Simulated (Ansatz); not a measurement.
## Electronic structure of CdClH₂N in real space

```xyz
5

N    -0.3394    0.9827   -0.3770
Cd    0.5408   -0.7270    0.1999
Cl    1.7044   -2.5903    0.7887
H    -1.0711    0.8100   -1.0577
H    -0.7848    1.4508    0.4047
```

Geometry: PBE0-D4/def2-TZVP; core potentials replace the inner electrons of Cd.

Computed with RKS PBE0-D4/def2-TZVPP in Ansatz 0.2.0.

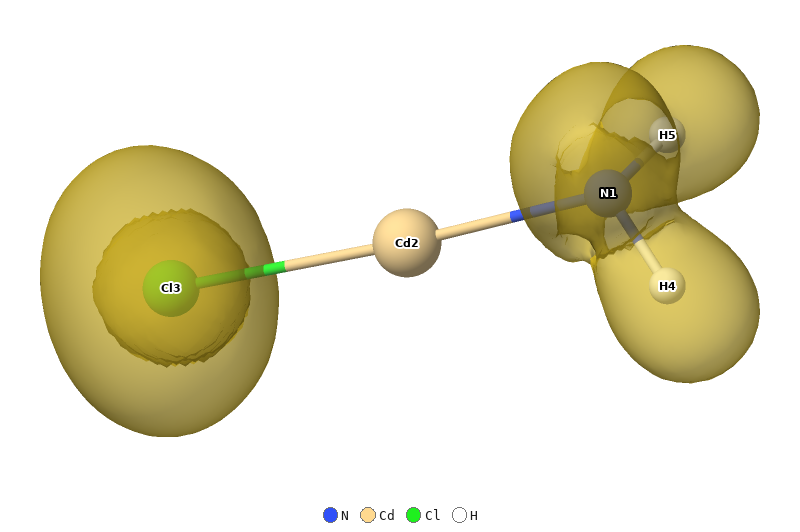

Figure 1. Isosurface of the ELF at 0.75 (yellow), seen at a tilt. Only the valence region is drawn (cores and ρ < 0.01 e/Å³ removed).

What do the ELF domains correspond to?

The surface consists of one region wrapped around Cl (its valence shell) and one joined region spread over several atoms (H, N), in which their bonds and any lone pairs are merged.


Cd–N (2.01 Å): the ELF peaks at about 0.85 in the valence shell of N, 0.6 Å from its nucleus, and is about 0.25 at the midpoint. Cd–Cl (2.27 Å): the ELF peaks at about 0.80 in the valence shell of Cl, 0.8 Å from its nucleus, and is about 0.35 at the midpoint.

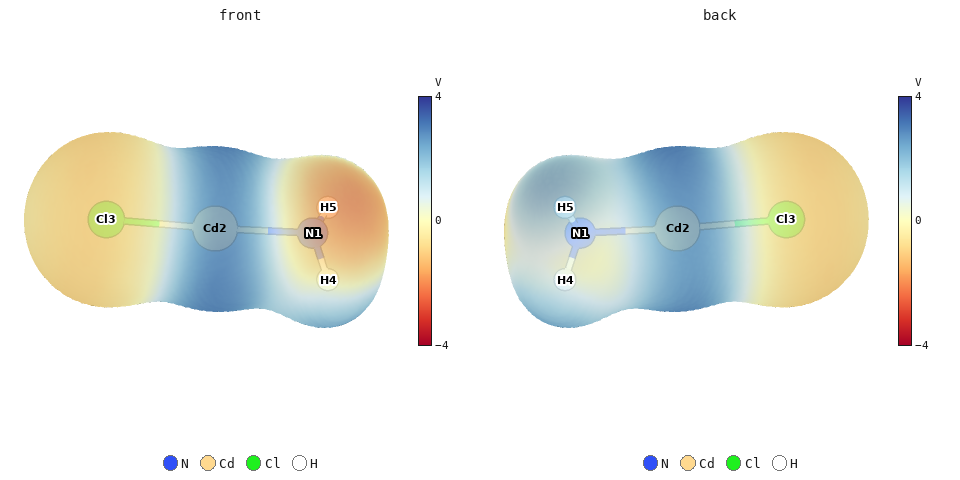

Figure 2. The electrostatic potential painted on the density surface at 0.004 e/bohr³, seen from the front and from behind; red is negative and blue positive.

Describe the electrostatic potential map.

The most negative region (about −1.9 V) lies over N1, the most positive (about +3.0 V) over Cd2. N1 is the likeliest acceptor of a hydrogen bond.

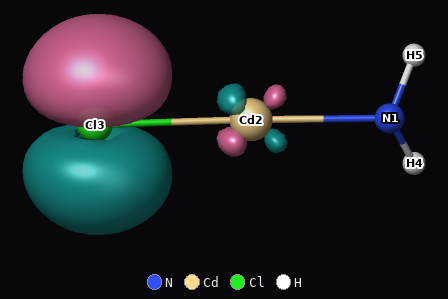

Figure 3. The HOMO−1 at ±0.15 Å⁻³ᐟ² (teal and pink are the two phases), seen at a tilt.

Where does this orbital lie, and at what energy?

By Hirshfeld shares it lies mainly on Cl3 (about 90 %) and Cd2 (about 10 %); largely a lone pair of Cl3. Its energy is −8.56 eV.

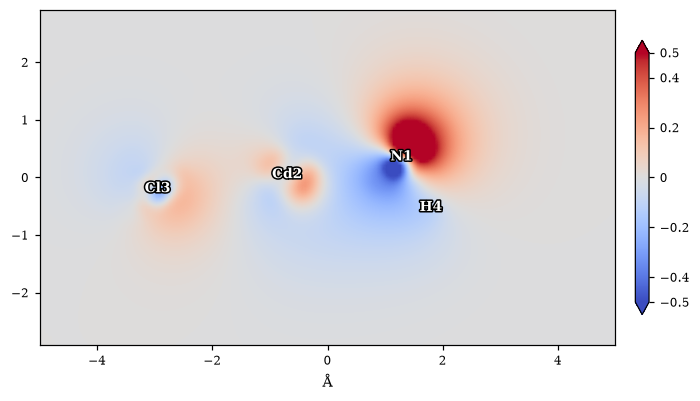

Figure 4. The HOMO on the plane of atoms Cd2, N1 and H4 (values in Å⁻³ᐟ²; the overall sign is arbitrary).

What is the character of this orbital?

By Hirshfeld shares it lies mainly on N1 (about 70 %) and Cd2 (about 15 %); largely a lone pair of N1. Its energy is −7.39 eV.
